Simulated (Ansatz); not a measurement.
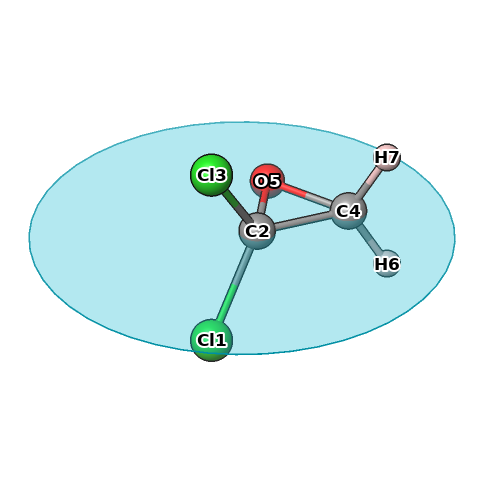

A disc through the centre of mass is drawn in. Depth is shown by fading: the farther an atom, the more it takes the colour of the background. The computed structure is the end point of a PBE-D4/def2-SVP optimisation. No frequency run is at hand to confirm it as a minimum.

Is the plane of the disc a mirror plane of the structure?

Answer. Yes. The reflection leaves C2, C4, O5 in place and moves Cl1 ↔ Cl3; H6 ↔ H7. The point group is Cs.
